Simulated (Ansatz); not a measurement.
**SiB2H4: single points with varied inputs**

How do the results and run time of SiB2H4 respond when the settings are drawn wide?

Computed with Ansatz 0.2.0, Gaussian basis. Level: the settings change from run to run.

1 further run of the same task is left out (it didn't finish).

## Step 1: The relaxed structure

An earlier PBE0-D4 in a triple-zeta def2 set relaxation fixed the geometry.

SMILES `B1B[SiH2]1`, 7 atoms, charge 0, spin multiplicity 1.

Atoms are counted from 1 here; the program's logs count them from 0.

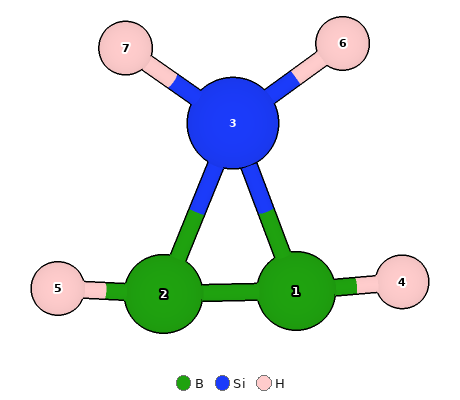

The geometry (boron green, silicon blue, hydrogen pink); atoms are numbered from 1 in the order of the file.

## Step 2: r2SCANh/STO-3G

This run has coordinates scaled by 1.05, high accuracy, the search for lower states set to light.

Input file in.yaml:

```yaml
crystal:
  periodic: [false, false, false]
  atoms:
    - {symbol: B, position_ang: [-1.132499, -0.294630, -0.711111]}
    - {symbol: B, position_ang: [0.264513, -0.895176, -1.025816]}
    - {symbol: Si, position_ang: [0.340272, 0.428871, 0.639672]}
    - {symbol: H, position_ang: [-2.211317, 0.231538, -0.404523]}
    - {symbol: H, position_ang: [1.409559, -1.333437, -1.203058]}
    - {symbol: H, position_ang: [-0.440470, 1.395509, 1.578593]}
    - {symbol: H, position_ang: [1.834202, 0.395821, 1.078258]}
basis:
  gaussian: {orbitals: STO-3G}
hamiltonian: {xc: {name: r2SCANh}}
accuracy: high
scf: {lower_state_search: light}
output: {forces: true}
```

Started as:

```bash
ansatz run in.yaml --threads 2 --pin off --events-out ev --progress --plain --max-ram 4352MiB
```

Output (excerpt; [...] marks lines left out):

```text
Functional definition: r2SCANh
  name "r2SCANh"
  cite "Bursch, Neugebauer, Ehlert & Grimme, J. Chem. Phys. 156, 134105 (2022) doi:10.1063/5.0086040"
  cite "Furness, Kaplan, Ning, Perdew & Sun, J. Phys. Chem. Lett. 11, 8208 (2020) doi:10.1021/acs.jpclett.0c02405"
  cite "Furness, Kaplan, Ning, Perdew & Sun, J. Phys. Chem. Lett. 11, 9248 (2020) doi:10.1021/acs.jpclett.0c03077"
  parent r2scan
[...]
432 factors; integrals over basis functions are off by at most 8.6e-9 eV
[...]
mean field -9180.90083842 eV, -337.3918827738 hartree, gradient 3.3e-8 eV, S^2 0.000000; 0 other end points of the search recorded, 0 dependent functions left out
[...]
reference -9180.90083884 eV, -337.3918827892 hartree; 14, 14 occupied and 9, 9 virtual orbitals, 432 factors
Total energy: -9180.90083884 eV, -337.3918827892 hartree
Atom 0 at    -1.132499    -0.294630    -0.711111 Å, force     2.924346    -0.020421     0.865354 eV/Å
Atom 1 at     0.264513    -0.895176    -1.025816 Å, force    -1.518280     1.873854     1.866157 eV/Å
Atom 2 at     0.340272     0.428871     0.639672 Å, force    -0.166229    -0.221637    -0.326046 eV/Å
Atom 3 at    -2.211317     0.231538    -0.404523 Å, force     1.831828    -1.044310    -0.711208 eV/Å
Atom 4 at     1.409559    -1.333437    -1.203058 Å, force    -2.115186     0.663174     0.151406 eV/Å
Atom 5 at    -0.440470     1.395509     1.578593 Å, force     1.177776    -1.352356    -1.287996 eV/Å
Atom 6 at     1.834202     0.395821     1.078258 Å, force    -2.134255     0.101696    -0.557667 eV/Å
Dipole moment:     0.155873     0.202872     0.299597 e Å
```

Run time: 1.9 s. Hardware: 2 threads of Arm Neoverse V2, shared host; peak memory 0.32 GiB.

Largest force 3.050 eV/Å, dipole 1.89 D.

## Step 3: PBE0/x2c-TZVPPall

Input file in.yaml:

```yaml
crystal:
  periodic: [false, false, false]
  atoms:
    - {symbol: B, position_ang: [-1.078570, -0.280600, -0.677249]}
    - {symbol: B, position_ang: [0.251917, -0.852549, -0.976968]}
    - {symbol: Si, position_ang: [0.324069, 0.408449, 0.609212]}
    - {symbol: H, position_ang: [-2.106016, 0.220512, -0.385260]}
    - {symbol: H, position_ang: [1.342437, -1.269940, -1.145769]}
    - {symbol: H, position_ang: [-0.419495, 1.329056, 1.503422]}
    - {symbol: H, position_ang: [1.746859, 0.376972, 1.026913]}
basis:
  gaussian: {orbitals: x2c-TZVPPall}
hamiltonian: {xc: {name: PBE0}}
```

Same command.

Output:

```text
Functional definition: PBE0
  name "PBE0"
  cite "Adamo & Barone, J. Chem. Phys. 110, 6158 (1999) doi:10.1063/1.478522"
  cite "Perdew, Burke & Ernzerhof, Phys. Rev. Lett. 77, 3865 (1996) doi:10.1103/PhysRevLett.77.3865"
  parent pbe
  parameter a = 0.25
  parameter kappa = 0.804
  parameter beta = 0.06672455060314922
  exchange = (1 - a)*pbe_x(kappa = kappa, mu = beta*pi^2/3) + a*exact_x
  correlation = pbe_c(beta = beta)
878 factors; their error is unknown
mean field evaluation 1: about -9299.4788 eV, gradient 3.9e1 eV
mean field evaluation 2: about -9290.8130 eV, gradient 5.8e1 eV
mean field evaluation 4: about -9304.6234 eV, gradient 3.2e0 eV
mean field evaluation 8: about -9304.6561 eV, gradient 7.2e-2 eV
mean field evaluation 16: about -9304.6649 eV, gradient 4.0e-5 eV
mean field -9304.66494780 eV, -341.9401299034 hartree, gradient 4.0e-5 eV, S^2 0.000000; 0 other end points of the search recorded, 0 dependent functions left out
reference -9304.66497905 eV, -341.9401310516 hartree; 14, 14 occupied and 146, 146 virtual orbitals, 878 factors
Total energy: -9304.66497905 eV, -341.9401310516 hartree
Relativity: scalar
```

Run time: 1.4 s. Hardware: 2 threads of Arm Neoverse V2, shared host; peak memory 0.32 GiB.

## Step 4: PBE0/cc-pVTZ

Options: a point charge of -1.00 e beside it, D3(BJ) with three-body dispersion.

in.yaml: that of step 3 with these lines changed.

```diff
@@ -11,3 +11,3 @@
 basis:
-  gaussian: {orbitals: x2c-TZVPPall}
-hamiltonian: {xc: {name: PBE0}}
+  gaussian: {orbitals: cc-pVTZ, point_charges: [{charge: -1.00, position_ang: [5.753, 0.735, 0.812]}]}
+hamiltonian: {xc: {name: PBE0}, dispersion: d3bjatm}
```

Same command.

Output:

```text
Functional definition: PBE0
  name "PBE0"
  cite "Adamo & Barone, J. Chem. Phys. 110, 6158 (1999) doi:10.1063/1.478522"
  cite "Perdew, Burke & Ernzerhof, Phys. Rev. Lett. 77, 3865 (1996) doi:10.1103/PhysRevLett.77.3865"
  parent pbe
  parameter a = 0.25
  parameter kappa = 0.804
  parameter beta = 0.06672455060314922
  exchange = (1 - a)*pbe_x(kappa = kappa, mu = beta*pi^2/3) + a*exact_x
  correlation = pbe_c(beta = beta)
948 factors; their error is unknown
mean field evaluation 1: about -9282.6872 eV, gradient 3.9e1 eV
mean field evaluation 2: about -9273.9861 eV, gradient 5.8e1 eV
mean field evaluation 4: about -9287.8908 eV, gradient 3.5e0 eV
mean field evaluation 8: about -9287.9562 eV, gradient 3.2e-1 eV
mean field -9287.95638807 eV, -341.3261016587 hartree, gradient 4.1e-5 eV, S^2 0.000000; 0 other end points of the search recorded, 0 dependent functions left out
reference -9287.95641691 eV, -341.3261027185 hartree; 14, 14 occupied and 136, 136 virtual orbitals, 948 factors
Total energy: -9288.06131362 eV, -341.3299576015 hartree
```

It took 1.2 s on 2 threads of Arm Neoverse V2, shared host; peak memory 0.32 GiB.

## Step 5: B97M-V/def2-SVP

in.yaml: that of step 4 with these lines changed.

```diff
@@ -11,3 +11,4 @@
 basis:
-  gaussian: {orbitals: cc-pVTZ, point_charges: [{charge: -1.00, position_ang: [5.753, 0.735, 0.812]}]}
-hamiltonian: {xc: {name: PBE0}, dispersion: d3bjatm}
+  gaussian: {orbitals: def2-SVP}
+hamiltonian: {xc: {name: B97M-V}}
+output: {forces: true}
```

Launched as before.

Output (excerpt; [...] marks lines left out):

```text
Functional definition: B97M-V
  name "B97M-V"
  cite "Mardirossian & Head-Gordon, J. Chem. Phys. 142, 074111 (2015) doi:10.1063/1.4907719"
  cite "Becke, J. Chem. Phys. 107, 8554 (1997) doi:10.1063/1.475007"
  cite "Vydrov & Van Voorhis, J. Chem. Phys. 133, 244103 (2010) doi:10.1063/1.3521275"
  # Of w^i u^j: cxij and so on, Table III.
[...]
  gx(w, u) = cx00 + cx01*u + cx02*u^2 + (cx10 + cx11*u)*w
  gss(w, u) = css00 + css02*u^2 + css10*w + (css32*w^3 + css42*w^4)*u^2
  gos(w, u) = cos00 + cos01*u + cos03*u^3 + cos10*w + cos32*w^3*u^2
[...]
      + integral(e_c_pw_mod_opposite_spin*gos(b97_w_opposite, b97_u_opposite)) + vv10(b, c)
736 factors; their error is unknown
[...]
mean field -9287.44131739 eV, -341.3071731604 hartree, gradient 6.2e-5 eV, S^2 0.000000; 0 other end points of the search recorded, 0 dependent functions left out
[...]
reference -9287.44136485 eV, -341.3071749043 hartree; 14, 14 occupied and 52, 52 virtual orbitals, 736 factors
Total energy: -9287.44136485 eV, -341.3071749043 hartree
Atom 0 at    -1.078570    -0.280600    -0.677249 Å, force    -0.331646     0.144680     0.075901 eV/Å
Atom 1 at     0.251917    -0.852549    -0.976968 Å, force     0.334767    -0.139803    -0.068831 eV/Å
Atom 2 at     0.324069     0.408449     0.609212 Å, force    -0.102846    -0.137302    -0.201948 eV/Å
Atom 3 at    -2.106016     0.220512    -0.385260 Å, force    -0.137947     0.079071     0.055058 eV/Å
Atom 4 at     1.342437    -1.269940    -1.145769 Å, force     0.159533    -0.050121    -0.012566 eV/Å
Atom 5 at    -0.419495     1.329056     1.503422 Å, force    -0.035836     0.084574     0.092464 eV/Å
Atom 6 at     1.746859     0.376972     1.026913 Å, force     0.113975     0.018901     0.059923 eV/Å
Dipole moment:     0.122310     0.159332     0.235255 e Å
```

Run time: 2.7 s. Hardware: 2 threads of Arm Neoverse V2, shared host; peak memory 0.32 GiB.

Largest force 0.370 eV/Å, dipole 1.49 D.

## Step 6: CCSD/pcseg-2

This run has atoms shaken by 0.15 Å, 4 DIIS vectors.

Input file in.yaml:

```yaml
crystal:
  periodic: [false, false, false]
  atoms:
    - {symbol: B, position_ang: [-1.071718, -0.292522, -0.847477]}
    - {symbol: B, position_ang: [0.180539, -0.674350, -1.007501]}
    - {symbol: Si, position_ang: [0.408835, 0.459135, 0.698280]}
    - {symbol: H, position_ang: [-2.100628, 0.280094, -0.302341]}
    - {symbol: H, position_ang: [1.444926, -1.296359, -1.150204]}
    - {symbol: H, position_ang: [-0.430800, 1.316180, 1.856715]}
    - {symbol: H, position_ang: [1.529535, 0.466062, 0.811980]}
basis:
  gaussian: {orbitals: pcseg-2}
hamiltonian: {xc: {name: HF}}
correlation: {method: ccsd, diis_vectors: 4}
```

The command is unchanged.

Output (excerpt; [...] marks lines left out):

```text
Functional definition: HF
  name "HF"
  cite "Fock, Z. Phys. 61, 126 (1930) doi:10.1007/BF01340294"
  parent pbe
[...]
885 factors; integrals over basis functions are off by at most 1.2e-3 eV
[...]
mean field -9262.05213371 eV, -340.3741378694 hartree, gradient 3.2e-6 eV, S^2 0.000000; 0 other end points of the search recorded, 0 dependent functions left out; unrestricted orbitals would lower it
7 core orbitals not correlated: weight in the atoms' cores, before any rotation towards them, 1.000 or more for the frozen orbitals, at most 0.000 for the correlated occupied ones
reference -9262.05213371 eV, -340.3741378694 hartree; 7, 7 occupied and 136, 136 virtual orbitals, 885 factors
second order -9.01703427 eV of doubles, -0.00000000 eV of singles
cycle   1  -9.53579263 eV  change   -5.2e-1 eV  update   9.0e-2
[...]
cycle  12  -9.96105314 eV  change   -6.1e-6 eV  update   5.7e-6
Total energy: -9272.01318685 eV, -340.7401998204 hartree
```

Run time: 4.9 s. Hardware: 2 threads of Arm Neoverse V2, shared host; peak memory 0.89 GiB.

T1 0.017.

## Step 7: PBE-QIDH/6-31G*

Input file in.yaml:

```yaml
crystal:
  periodic: [false, false, false]
  atoms:
    - {symbol: B, position_ang: [-1.078570, -0.280600, -0.677249]}
    - {symbol: B, position_ang: [0.251917, -0.852549, -0.976968]}
    - {symbol: Si, position_ang: [0.324069, 0.408449, 0.609212]}
    - {symbol: H, position_ang: [-2.106016, 0.220512, -0.385260]}
    - {symbol: H, position_ang: [1.342437, -1.269940, -1.145769]}
    - {symbol: H, position_ang: [-0.419495, 1.329056, 1.503422]}
    - {symbol: H, position_ang: [1.746859, 0.376972, 1.026913]}
basis:
  gaussian: {orbitals: "6-31G*"}
hamiltonian: {xc: {name: PBE-QIDH}}
output: {forces: true}
```

Same command.

Output (excerpt; [...] marks lines left out):

```text
Functional definition: PBE-QIDH
  name "PBE-QIDH"
  cite "Brémond, Sancho-García, Pérez-Jiménez & Adamo, J. Chem. Phys. 141, 031101 (2014) doi:10.1063/1.4890314"
  cite "Perdew, Burke & Ernzerhof, Phys. Rev. Lett. 77, 3865 (1996) doi:10.1103/PhysRevLett.77.3865"
[...]
574 factors; integrals over basis functions are off by at most 7.6e-4 eV
[...]
mean field -9280.22419638 eV, -341.0419488552 hartree, gradient 1.4e-6 eV, S^2 0.000000; 0 other end points of the search recorded, 0 dependent functions left out
7 core orbitals not correlated: weight in the atoms' cores, before any rotation towards them, 1.000 or more for the frozen orbitals, at most 0.000 for the correlated occupied ones
reference -9280.22420581 eV, -341.0419492015 hartree; 7, 7 occupied and 43, 43 virtual orbitals, 574 factors
second order -7.96401108 eV of doubles, -0.00000000 eV of singles
[...]
Total energy: -9282.87887617 eV, -341.1395065378 hartree
Atom 0 at    -1.078570    -0.280600    -0.677249 Å, force    -0.151950     0.050472     0.016766 eV/Å
Atom 1 at     0.251917    -0.852549    -0.976968 Å, force     0.135436    -0.070888    -0.047136 eV/Å
Atom 2 at     0.324069     0.408449     0.609212 Å, force     0.080914     0.103710     0.153583 eV/Å
Atom 3 at    -2.106016     0.220512    -0.385260 Å, force     0.024960    -0.024469    -0.023080 eV/Å
Atom 4 at     1.342437    -1.269940    -1.145769 Å, force    -0.041328     0.003275    -0.008299 eV/Å
Atom 5 at    -0.419495     1.329056     1.503422 Å, force     0.041055    -0.060206    -0.060471 eV/Å
Atom 6 at     1.746859     0.376972     1.026913 Å, force    -0.089087    -0.001894    -0.031364 eV/Å
Dipole moment:     0.124431     0.161775     0.238937 e Å
```

Run time: 1.7 s. Hardware: 2 threads of Arm Neoverse V2, shared host; peak memory 0.32 GiB.

Largest force 0.202 eV/Å, dipole 1.51 D.

## Step 8: CAM-B3LYP/aug-cc-pVDZ

This run has charge +1, multiplicity 2, a grid of angular degree 23.

in.yaml: that of step 7 with these lines changed.

```diff
@@ -11,4 +11,5 @@
 basis:
-  gaussian: {orbitals: "6-31G*"}
-hamiltonian: {xc: {name: PBE-QIDH}}
-output: {forces: true}
+  gaussian: {orbitals: aug-cc-pVDZ, final_grid: {core_spheres: 8, valence_spheres: 7, degree: 23}}
+total_charge: 1
+magnetization: {spin_polarized: true, initial_magnetization: 1}
+hamiltonian: {xc: {name: CAM-B3LYP}}
```

The command is unchanged.

Output (excerpt; [...] marks lines left out):

```text
Functional definition: CAM-B3LYP
  name "CAM-B3LYP"
  cite "Yanai, Tew & Handy, Chem. Phys. Lett. 393, 51 (2004) doi:10.1016/j.cplett.2004.06.011"
  cite "Iikura, Tsuneda, Yanai & Hirao, J. Chem. Phys. 115, 3540 (2001) doi:10.1063/1.1383587"
  cite "Becke, Phys. Rev. A 38, 3098 (1988) doi:10.1103/PhysRevA.38.3098"
  cite "Lee, Yang & Parr, Phys. Rev. B 37, 785 (1988) doi:10.1103/PhysRevB.37.785"
  cite "Vosko, Wilk & Nusair, Can. J. Phys. 58, 1200 (1980) doi:10.1139/p80-159"
[...]
  # Exact exchange under (alpha + beta erf(omega r))/r, Becke's under what is left of 1/r.
[...]
985 factors; their error is unknown
538 factors; integrals over basis functions are off by at most 8.2e-6 eV
[...]
mean field -9282.24238939 eV, -341.1161160802 hartree, gradient 3.4e-5 eV, S^2 0.751900; 2 other end points of the search recorded, 0 dependent functions left out
reference -9282.24252458 eV, -341.1161210484 hartree; 14, 13 occupied and 95, 96 virtual orbitals, 985 factors
Total energy: -9282.24252458 eV, -341.1161210484 hartree
```

It took 3 s on 2 threads of Arm Neoverse V2, shared host; peak memory 0.34 GiB.

⟨S²⟩ 0.752.

## Step 9: r2SCANh/def2-mTZVP

in.yaml: that of step 8 with these lines changed.

```diff
@@ -11,5 +11,3 @@
 basis:
-  gaussian: {orbitals: aug-cc-pVDZ, final_grid: {core_spheres: 8, valence_spheres: 7, degree: 23}}
-total_charge: 1
-magnetization: {spin_polarized: true, initial_magnetization: 1}
-hamiltonian: {xc: {name: CAM-B3LYP}}
+  gaussian: {orbitals: def2-mTZVP}
+hamiltonian: {xc: {name: r2SCANh}}
```

Launched as before.

Output (excerpt; [...] marks lines left out):

```text
Functional definition: r2SCANh
  name "r2SCANh"
  cite "Bursch, Neugebauer, Ehlert & Grimme, J. Chem. Phys. 156, 134105 (2022) doi:10.1063/5.0086040"
  cite "Furness, Kaplan, Ning, Perdew & Sun, J. Phys. Chem. Lett. 11, 8208 (2020) doi:10.1021/acs.jpclett.0c02405"
  cite "Furness, Kaplan, Ning, Perdew & Sun, J. Phys. Chem. Lett. 11, 9248 (2020) doi:10.1021/acs.jpclett.0c03077"
  parent r2scan
[...]
738 factors; their error is unknown
[...]
mean field -9290.88021291 eV, -341.4335502396 hartree, gradient 1.6e-5 eV, S^2 0.000000; 0 other end points of the search recorded, 0 dependent functions left out
reference -9290.88022495 eV, -341.4335506820 hartree; 14, 14 occupied and 58, 58 virtual orbitals, 738 factors
Total energy: -9290.88022495 eV, -341.4335506820 hartree
```

Wall time 1.3 s (2 threads of Arm Neoverse V2, shared host); peak memory 0.32 GiB.

## Step 10: CCSD(T)/cc-pVDZ

Options: charge +1, multiplicity 2, atoms shaken by 0.08 Å, correlated electrons set to outside_noble_gas.

Input file in.yaml:

```yaml
crystal:
  periodic: [false, false, false]
  atoms:
    - {symbol: B, position_ang: [-1.157491, -0.163357, -0.485642]}
    - {symbol: B, position_ang: [0.263705, -1.028907, -1.016839]}
    - {symbol: Si, position_ang: [0.390517, 0.382429, 0.709263]}
    - {symbol: H, position_ang: [-2.130262, 0.282664, -0.389862]}
    - {symbol: H, position_ang: [1.215840, -1.135717, -1.142217]}
    - {symbol: H, position_ang: [-0.441324, 1.292885, 1.427605]}
    - {symbol: H, position_ang: [1.851699, 0.275480, 0.989871]}
basis:
  gaussian: {orbitals: cc-pVDZ}
total_charge: 1
magnetization: {spin_polarized: true, initial_magnetization: 1}
hamiltonian: {xc: {name: HF}}
correlation: {method: ccsd_t, electrons: outside_noble_gas}
```

Same command.

Output (excerpt; [...] marks lines left out):

```text
Functional definition: HF
  name "HF"
  cite "Fock, Z. Phys. 61, 126 (1930) doi:10.1007/BF01340294"
  parent pbe
[...]
619 factors; integrals over basis functions are off by at most 9.2e-4 eV
[...]
mean field -9256.15615221 eV, -340.1574645456 hartree, gradient 2.2e-6 eV, S^2 0.757846; 10 other end points of the search recorded, 0 dependent functions left out
determinant -9256.15615221 eV, -340.1574645456 hartree, with singles and doubles -9263.73634189 eV, -340.4360313783 hartree
determinant -9255.15741609 eV, -340.1207616703 hartree, with singles and doubles -9262.94699445 eV, -340.4070233950 hartree
determinant -9252.95791864 eV, -340.0399316299 hartree, with singles and doubles -9259.97861719 eV, -340.2979375429 hartree
determinant -9252.95028263 eV, -340.0396510118 hartree, with singles and doubles -9260.08222166 eV, -340.3017449369 hartree
determinant -9252.74448993 eV, -340.0320882695 hartree, with singles and doubles -9259.97538824 eV, -340.2978188810 hartree
7 core orbitals not correlated: weight in the atoms' cores, before any rotation towards them, 1.000 or more for the frozen orbitals, at most 0.000 for the correlated occupied ones
reference -9256.15615221 eV, -340.1574645456 hartree; 7, 6 occupied and 52, 53 virtual orbitals, 619 factors
second order -6.33090198 eV of doubles, -0.00000000 eV of singles
cycle   1  -7.58028218 eV  change   -9.2e-5 eV  update   1.0e-3
[...]
cycle  10  -7.58050495 eV  change   -3.2e-6 eV  update   4.5e-6
perturbative correction -0.29691687 eV, -0.0109114937 hartree
Total energy: -9264.03357403 eV, -340.4469544581 hartree
```

Run time: 5.5 s. Hardware: 2 threads of Arm Neoverse V2, shared host; peak memory 0.32 GiB.

⟨S²⟩ 0.758, T1 0.016.

## Step 11: All runs side by side

| level | charge | multiplicity | geometry | functions | energy (eV) | time |
| --- | --- | --- | --- | --- | --- | --- |
| r2SCANh/STO-3G | 0 | 1 | scaled | 23 | -9180.901 | 1.9 s |
| PBE0/x2c-TZVPPall | 0 | 1 | relaxed | 160 | -9304.665 | 1.4 s |
| PBE0/cc-pVTZ | 0 | 1 | relaxed, point charge | 150 | -9288.061 | 1.2 s |
| B97M-V/def2-SVP | 0 | 1 | relaxed | 66 | -9287.441 | 2.7 s |
| CCSD/pcseg-2 | 0 | 1 | shaken | 150 | -9272.013 | 4.9 s |
| PBE-QIDH/6-31G* | 0 | 1 | relaxed | 57 | -9282.879 | 1.7 s |
| CAM-B3LYP/aug-cc-pVDZ | 1 | 2 | relaxed | 109 | -9282.243 | 3 s |
| r2SCANh/def2-mTZVP | 0 | 1 | relaxed | 72 | -9290.880 | 1.3 s |
| CCSD(T)/cc-pVDZ | 1 | 2 | shaken | 66 | -9264.034 | 5.5 s |

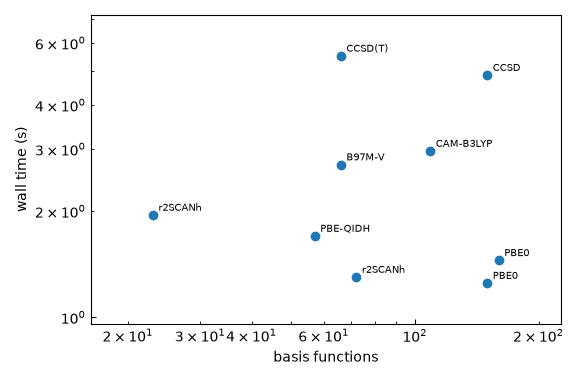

Wall time against the number of basis functions (shared host).

## Step 12: Outcome

| quantity | value |
| --- | --- |
| runs | 9 |
| quickest | PBE0/cc-pVTZ, 1.2 s |
| slowest | CCSD(T)/cc-pVDZ, 5.5 s |
| spread of total energies, same state and geometry | 21.8 eV |
| dipole, same state and geometry | 1.49 to 1.51 D |

In words: CCSD(T)/cc-pVDZ took 4 times as long as PBE0/cc-pVTZ. The jobs differ in tasks and options as well as level. The totals spread over 22 eV; they can't be compared across methods or bases. Some of these runs are scalar-relativistic and others not, which shifts the totals of all-electron atoms past neon by eV; core potentials, where a basis has them, take the core out of the total altogether. At the PBE0-D4/def2-TZVP geometry and in the same state, runs without warnings or point charges leave forces up to 0.37 eV/Å (B97M-V/def2-SVP), against 3.0 eV/Å where the atoms were moved.
